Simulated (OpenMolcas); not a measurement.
**Energy and gradient calculation, with input and output: BSiH5F (charge −1) (part 2 of 2)**

BSiH5F, charge −1, SMILES F[BH2-][SiH3]; TPSSh/aug-cc-pVDZ, RKS (OpenMolcas 26.06). The geometry comes from this level: GFN2-xTB.

What the program printed, continued
```
      Basis set list:
        1 F1     1s                 25 B2     1s                 49 SI3    1s                 73 SI3    3d2+               97 H6     2py
        2 F1     1s                 26 B2     1s                 50 SI3    1s                 74 H4     1s                 98 H6     2py
        3 F1     1s                 27 B2     1s                 51 SI3    1s                 75 H4     1s                 99 H6     2pz
        4 F1     1s                 28 B2     2px                52 SI3    2px                76 H4     1s                100 H6     2pz
        5 F1     2px                29 B2     2px                53 SI3    2px                77 H4     2px               101 H7     1s
        6 F1     2px                30 B2     2px                54 SI3    2px                78 H4     2px               102 H7     1s
        7 F1     2px                31 B2     2py                55 SI3    2px                79 H4     2py               103 H7     1s
        8 F1     2py                32 B2     2py                56 SI3    2py                80 H4     2py               104 H7     2px
        9 F1     2py                33 B2     2py                57 SI3    2py                81 H4     2pz               105 H7     2px
       10 F1     2py                34 B2     2pz                58 SI3    2py                82 H4     2pz               106 H7     2py
       11 F1     2pz                35 B2     2pz                59 SI3    2py                83 H5     1s                107 H7     2py
       12 F1     2pz                36 B2     2pz                60 SI3    2pz                84 H5     1s                108 H7     2pz
       13 F1     2pz                37 B2     3d2-               61 SI3    2pz                85 H5     1s                109 H7     2pz
       14 F1     3d2-               38 B2     3d2-               62 SI3    2pz                86 H5     2px               110 H8     1s
       15 F1     3d2-               39 B2     3d1-               63 SI3    2pz                87 H5     2px               111 H8     1s
       16 F1     3d1-               40 B2     3d1-               64 SI3    3d2-               88 H5     2py               112 H8     1s
       17 F1     3d1-               41 B2     3d0                65 SI3    3d2-               89 H5     2py               113 H8     2px
       18 F1     3d0                42 B2     3d0                66 SI3    3d1-               90 H5     2pz               114 H8     2px
       19 F1     3d0                43 B2     3d1+               67 SI3    3d1-               91 H5     2pz               115 H8     2py
       20 F1     3d1+               44 B2     3d1+               68 SI3    3d0                92 H6     1s                116 H8     2py
       21 F1     3d1+               45 B2     3d2+               69 SI3    3d0                93 H6     1s                117 H8     2pz
       22 F1     3d2+               46 B2     3d2+               70 SI3    3d1+               94 H6     1s                118 H8     2pz
       23 F1     3d2+               47 SI3    1s                 71 SI3    3d1+               95 H6     2px
       24 B2     1s                 48 SI3    1s                 72 SI3    3d2+               96 H6     2px

  Index Energy  Occupation Coefficients ...

    1  -65.7942    2.0000         47 SI3    1s     ( 1.000),

    2  -24.3671    2.0000          1 F1     1s     ( 1.002),

    3   -6.4869    2.0000         24 B2     1s     ( 1.009),

    4   -5.0143    2.0000         48 SI3    1s     ( 1.014),

    5   -3.3629    2.0000         52 SI3    2px    (-0.876),    60 SI3    2pz    ( 0.484),

    6   -3.3626    2.0000         56 SI3    2py    ( 0.953),

    7   -3.3593    2.0000         52 SI3    2px    (-0.475),    60 SI3    2pz    (-0.828),

    8   -0.9092    2.0000          2 F1     1s     ( 0.937),

    9   -0.3459    2.0000         25 B2     1s     ( 0.350),    49 SI3    1s     ( 0.681),

   10   -0.2813    2.0000          5 F1     2px    (-0.515),    25 B2     1s     (-0.518),    26 B2     1s     ( 0.275),    49 SI3    1s     ( 0.301),

   11   -0.1904    2.0000          5 F1     2px    (-0.567),    11 F1     2pz    (-0.359),    26 B2     1s     ( 0.528),    28 B2     2px    ( 0.307),
                                  74 H4     1s     ( 0.285),    75 H4     1s     (-0.361),    84 H5     1s     (-0.359),

   12   -0.1860    2.0000          8 F1     2py    (-0.691),    31 B2     2py    (-0.352),

   13   -0.1703    2.0000         11 F1     2pz    ( 0.681),

   14   -0.1406    2.0000         57 SI3    2py    ( 0.570),    92 H6     1s     ( 0.508),   110 H8     1s     (-0.542),

   15   -0.1398    2.0000         53 SI3    2px    ( 0.514),    92 H6     1s     (-0.332),   101 H7     1s     ( 0.626),

   16   -0.0673    2.0000          8 F1     2py    ( 0.504),    31 B2     2py    (-0.450),    74 H4     1s     (-0.494),    75 H4     1s     ( 0.346),
                                  83 H5     1s     ( 0.495),    84 H5     1s     (-0.346),

   17   -0.0483    2.0000         11 F1     2pz    ( 0.439),    26 B2     1s     ( 0.394),    34 B2     2pz    (-0.454),    49 SI3    1s     (-0.326),
                                  53 SI3    2px    ( 0.308),    61 SI3    2pz    ( 0.493),    74 H4     1s     ( 0.275),    75 H4     1s     (-0.250),
                                  83 H5     1s     ( 0.274),    84 H5     1s     (-0.249),

   18    0.1159    0.0000         27 B2     1s     ( 3.424),    51 SI3    1s     (-6.413),

   19    0.1249    0.0000         27 B2     1s     (-7.983),

   20    0.1429    0.0000         27 B2     1s     (-4.565),    51 SI3    1s     ( 2.299),    76 H4     1s     ( 2.542),    85 H5     1s     ( 2.506),

   21    0.1442    0.0000         33 B2     2py    ( 2.841),    76 H4     1s     (-3.017),    85 H5     1s     ( 3.029),

   22    0.1555    0.0000         27 B2     1s     ( 2.924),    36 B2     2pz    (-2.405),    51 SI3    1s     ( 1.917),    63 SI3    2pz    ( 2.329),
                                  76 H4     1s     (-1.493),

   23    0.1567    0.0000         33 B2     2py    (-3.512),    59 SI3    2py    ( 3.773),    76 H4     1s     ( 2.122),    85 H5     1s     (-2.179),

   24    0.1569    0.0000         30 B2     2px    (-1.757),    51 SI3    1s     ( 2.475),    55 SI3    2px    ( 1.933),    94 H6     1s     (-1.351),
                                 112 H8     1s     (-1.261),

   25    0.1635    0.0000         55 SI3    2px    (-4.519),   103 H7     1s     ( 7.418),

   26    0.1665    0.0000         59 SI3    2py    ( 3.957),    94 H6     1s     (-5.932),   112 H8     1s     ( 5.945),

   27    0.1893    0.0000         27 B2     1s     (-9.646),    51 SI3    1s     ( 5.639),    63 SI3    2pz    ( 5.094),    76 H4     1s     ( 8.930),
                                  85 H5     1s     ( 9.028),    94 H6     1s     (-6.287),   112 H8     1s     (-6.191),

   28    0.1951    0.0000         33 B2     2py    ( 4.541),    76 H4     1s     (-9.005),    85 H5     1s     ( 8.897),

   29    0.2193    0.0000         27 B2     1s     (-15.92),    51 SI3    1s     ( 8.664),

   30    0.2408    0.0000         27 B2     1s     (-12.63),    51 SI3    1s     ( 10.65),

   31    0.2448    0.0000         59 SI3    2py    ( 3.568),    76 H4     1s     (-2.481),    85 H5     1s     ( 2.505),    94 H6     1s     (-4.832),
                                 112 H8     1s     ( 4.899),

   32    0.2469    0.0000         27 B2     1s     ( 5.355),    51 SI3    1s     ( 9.921),

   33    0.2749    0.0000          4 F1     1s     (-4.121),    27 B2     1s     ( 3.782),    29 B2     2px    (-3.775),   103 H7     1s     (-3.307),

   34    0.2788    0.0000         27 B2     1s     (-7.306),

   35    0.2934    0.0000         32 B2     2py    ( 3.434),    33 B2     2py    ( 2.657),    59 SI3    2py    (-1.738),    75 H4     1s     (-2.179),
                                  76 H4     1s     (-3.235),    84 H5     1s     ( 2.140),    85 H5     1s     ( 3.299),

   36    0.3336    0.0000          4 F1     1s     (-5.788),    26 B2     1s     ( 4.495),    27 B2     1s     (-7.145),    29 B2     2px    (-3.908),
                                  51 SI3    1s     ( 5.970),

   37    0.3527    0.0000         36 B2     2pz    ( 1.436),    54 SI3    2px    ( 2.640),   102 H7     1s     (-1.781),

   38    0.3619    0.0000         51 SI3    1s     ( 5.159),

   39    0.3711    0.0000         10 F1     2py    ( 2.311),    33 B2     2py    (-1.390),    38 B2     3d2-   ( 1.186),    58 SI3    2py    ( 1.625),
                                  93 H6     1s     (-1.386),   111 H8     1s     ( 1.410),

   40    0.3765    0.0000         26 B2     1s     ( 3.464),    27 B2     1s     ( 6.887),    50 SI3    1s     ( 4.738),    51 SI3    1s     (-6.023),

   41    0.3878    0.0000         58 SI3    2py    ( 2.081),    67 SI3    3d1-   ( 2.135),    75 H4     1s     ( 1.672),    76 H4     1s     ( 2.929),
                                  84 H5     1s     (-1.679),    85 H5     1s     (-2.912),    93 H6     1s     (-2.909),   111 H8     1s     ( 2.889),

   42    0.3953    0.0000         27 B2     1s     ( 7.308),    29 B2     2px    ( 4.121),    51 SI3    1s     (-4.967),    62 SI3    2pz    ( 4.321),

   43    0.4209    0.0000         26 B2     1s     (-4.756),    27 B2     1s     ( 5.906),    35 B2     2pz    ( 3.243),    50 SI3    1s     (-3.926),
                                 102 H7     1s     (-3.314),

   44    0.4301    0.0000         33 B2     2py    ( 1.415),    58 SI3    2py    ( 2.321),    76 H4     1s     (-2.085),    85 H5     1s     ( 2.062),
                                  93 H6     1s     (-1.617),    94 H6     1s     (-1.243),   111 H8     1s     ( 1.589),   112 H8     1s     ( 1.229),

   45    0.4437    0.0000         38 B2     3d2-   (-3.119),    58 SI3    2py    ( 5.773),

   46    0.4466    0.0000         26 B2     1s     (-7.136),    27 B2     1s     (-4.562),    51 SI3    1s     ( 3.884),    62 SI3    2pz    (-5.833),

   47    0.4563    0.0000         26 B2     1s     ( 6.125),    54 SI3    2px    ( 3.833),   102 H7     1s     (-4.548),

   48    0.4777    0.0000         27 B2     1s     (-5.264),

   49    0.4876    0.0000         32 B2     2py    ( 5.366),    67 SI3    3d1-   ( 3.323),    75 H4     1s     (-3.766),    84 H5     1s     ( 3.638),
                                  93 H6     1s     (-4.134),   111 H8     1s     ( 4.129),

   50    0.5023    0.0000         32 B2     2py    ( 3.883),    67 SI3    3d1-   ( 2.041),    75 H4     1s     (-2.264),    84 H5     1s     ( 2.208),

   51    0.5039    0.0000         27 B2     1s     ( 4.682),

   52    0.5274    0.0000         32 B2     2py    ( 5.389),    75 H4     1s     (-4.251),    84 H5     1s     ( 4.234),

   53    0.5373    0.0000         32 B2     2py    ( 8.470),    75 H4     1s     (-9.007),    84 H5     1s     ( 9.691),

   54    0.5411    0.0000          4 F1     1s     ( 10.34),    26 B2     1s     ( 10.16),    27 B2     1s     (-12.94),    29 B2     2px    ( 6.777),
                                  35 B2     2pz    (-8.511),    75 H4     1s     (-10.66),    84 H5     1s     (-10.06),

   55    0.5794    0.0000          4 F1     1s     ( 2.806),    27 B2     1s     (-5.521),    29 B2     2px    ( 3.708),    50 SI3    1s     (-3.315),
                                  54 SI3    2px    (-5.518),   102 H7     1s     ( 4.981),   103 H7     1s     ( 3.324),

   56    0.5858    0.0000         27 B2     1s     (-8.526),    50 SI3    1s     (-14.28),    51 SI3    1s     ( 11.39),    62 SI3    2pz    (-10.40),

   57    0.5933    0.0000         32 B2     2py    ( 6.186),    65 SI3    3d2-   ( 3.931),

   58    0.6019    0.0000         26 B2     1s     (-11.36),

--

++    Molecular charges:
      ------------------

      Mulliken charges per centre and basis function type
      ---------------------------------------------------

                F1      B2      SI3     H4      H5      H6      H7      H8
      1s       4.0775  3.0325  5.4745  0.4561  0.4578  0.9233  0.9321  0.9228
      2px      1.6375  0.4663  2.9340  0.0230  0.0165  0.0064 -0.0005  0.0066
      2pz      1.9320  0.9777  2.9820  0.0223  0.0456  0.0054  0.0078  0.0095
      2py      1.9405  1.2799  2.8875  0.0327  0.0158  0.0060  0.0055  0.0017
      3d2+     0.0027  0.0309  0.1033  0.0000  0.0000  0.0000  0.0000  0.0000
      3d1+     0.0038  0.0422  0.0196  0.0000  0.0000  0.0000  0.0000  0.0000
      3d0      0.0011  0.0134  0.0585  0.0000  0.0000  0.0000  0.0000  0.0000
      3d1-     0.0004  0.0310  0.0937  0.0000  0.0000  0.0000  0.0000  0.0000
      3d2-     0.0037  0.0598  0.0178  0.0000  0.0000  0.0000  0.0000  0.0000
      Total    9.5992  5.9337 14.5710  0.5340  0.5357  0.9411  0.9449  0.9405

      N-E     -0.5992 -0.9337 -0.5710  0.4660  0.4643  0.0589  0.0551  0.0595

      Total electronic charge=   34.000000

      Total            charge=   -1.000000
--

++    Molecular properties:
      ---------------------

      Charge (e):
                      =   -1.0000
      Dipole Moment (debye):
      Origin of the operator (angstrom)=   -0.4377    0.0515   -0.0195
                   X= -1.4337E-01               Y= -3.3740E-01               Z=  1.1323E+00           Total=  1.1902E+00
      Center of Charge (angstrom)
                     X=   -0.40786588               Y=    0.12171028               Z=   -0.25529431
      Quadrupole Moment (debye*angstrom):
      Origin of the operator (angstrom)=   -0.4377    0.0515   -0.0195
                  XX= -4.0191E+01              XY=  1.8488E+00              XZ= -4.0128E+00              YY= -3.5350E+01
                  YZ=  2.3716E+00              ZZ= -4.0696E+01
      In traceless form (debye*angstrom)
                  XX= -2.1676E+00              XY=  2.7732E+00              XZ= -6.0192E+00              YY=  5.0934E+00
                  YZ=  3.5573E+00              ZZ= -2.9258E+00
--

--- Stop Module: scf /rc=_RC_ALL_IS_WELL_ ---
--- Module scf spent 1 minute 46 seconds ---

--- Start Module: alaska ---

                                              &ALASKA

                       available to each process: 1.9 GB of memory, 1 thread

                     Threshold for contributions to the gradient: 1.000E-07

                    ********************************************
                    * Symmetry Adapted Cartesian Displacements *
                    ********************************************

           Irreducible representation : a
           Basis function(s) of irrep: x, y, xy, Rz, z, xz, Ry, yz, Rx, I

 Basis Label        Type   Center Phase
   1   F1           x         1     1
   2   F1           y         1     1
   3   F1           z         1     1
   4   B2           x         2     1
   5   B2           y         2     1
   6   B2           z         2     1
   7   SI3          x         3     1
   8   SI3          y         3     1
   9   SI3          z         3     1
  10   H4           x         4     1
  11   H4           y         4     1
  12   H4           z         4     1
  13   H5           x         5     1
  14   H5           y         5     1
  15   H5           z         5     1
  16   H6           x         6     1
  17   H6           y         6     1
  18   H6           z         6     1
  19   H7           x         7     1
  20   H7           y         7     1
  21   H7           z         7     1
  22   H8           x         8     1
  23   H8           y         8     1
  24   H8           z         8     1

                     No automatic utilization of translational and rotational invariance of the energy is employed.

 DFT contribution computed for a moving grid.

 Conventional ERI gradients!

 **************************************************
 *              Molecular gradients               *
 **************************************************

  Irreducible representation: a
 ------------------------------------------------------------------------------------------
                              X                       Y                       Z
 ------------------------------------------------------------------------------------------
  F1                1.58494720245326E-02    4.54865407818694E-04   -6.66286018518780E-03
  B2                8.81027570039095E-03   -7.06277296687641E-03    1.98457736776919E-02
  SI3              -9.30207019619012E-03    4.14305800917125E-03   -1.02563042127750E-02
  H4               -7.60738056815224E-03   -3.96349127190199E-03   -8.95726359891214E-04
  H5               -6.64116792206437E-03    5.04089869852331E-03    1.76464199815829E-03
  H6                3.01014340599434E-03   -8.16476142141687E-03   -6.70418851256072E-03
  H7               -8.98158571141039E-03   -2.69153337550287E-04    4.10918353660034E-03
  H8                4.86231326694941E-03    9.82135688218433E-03   -1.20051994200709E-03
 ------------------------------------------------------------------------------------------

--- Stop Module: alaska /rc=_RC_ALL_IS_WELL_ ---
--- Module alaska spent 12 seconds ---

.##################.
.# Happy landing! #.
.##################.

    Timing: Wall=124.21 User=115.14 System=9.03
```

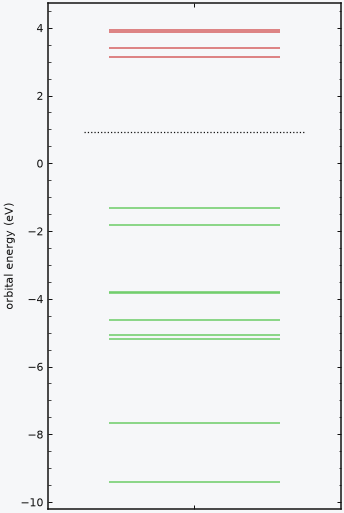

*Orbital energies near the frontier; the dotted line parts filled from empty levels, and levels within 0.02 eV of each other stand side by side.*

Highest filled −1.31 eV, lowest empty 3.15 eV, 4.46 eV apart.

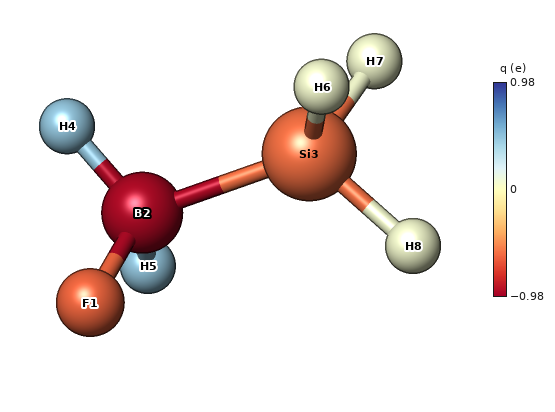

*Mulliken charges, as the colour of each atom (ball-and-stick view, seen at a tilt; atoms are numbered from 1 in the order of the input).*

By element: F −0.60, B −0.93, Si −0.57 and H +0.06 to +0.47 e.

This output came from the following input.

Input
```
* BFH5Si Kohn-Sham DFT

&GATEWAY
  BasLib=$CurrDir
  Coord
  8
  angstrom
  F       -1.937480       0.406580      -0.660960
  B       -0.499490       0.332990      -0.901400
  Si       0.454800      -0.274440       0.729520
  H       -0.139540       1.454280      -1.246950
  H       -0.335260      -0.442010      -1.839350
  H        0.373880       0.538550       1.978980
  H        1.942360      -0.402970       0.629690
  H        0.140720      -1.612990       1.310460
  Basis=aug-cc-pVDZ
  Group=NoSym

&SEWARD
  GridInput
  Grid=UltraFine
  End of Grid

&SCF
  Charge=-1
  KSDFT=HYB_MGGA_XC_TPSSH
  Thresholds=1e-10 1e-07 1e-07 1e-05
  PrOrbitals=1 2

&ALASKA
```

Launched with:
```bash
export MOLCAS_MEM=1860
pymolcas calc.inp > calc.log
```

Summary

| quantity | value |
| --- | --- |
| outcome | converged |
| total energy | −417.305788 hartree |
| basis functions | 118 |
| largest force | 1.174 eV/Å |
| HOMO | −1.31 eV |
| LUMO | 3.15 eV |
| hardware | 1 thread of Arm Neoverse V1, 24 GiB of memory available, shared host |
| wall time | 2.1 min |
| peak memory | 0.74 GiB |
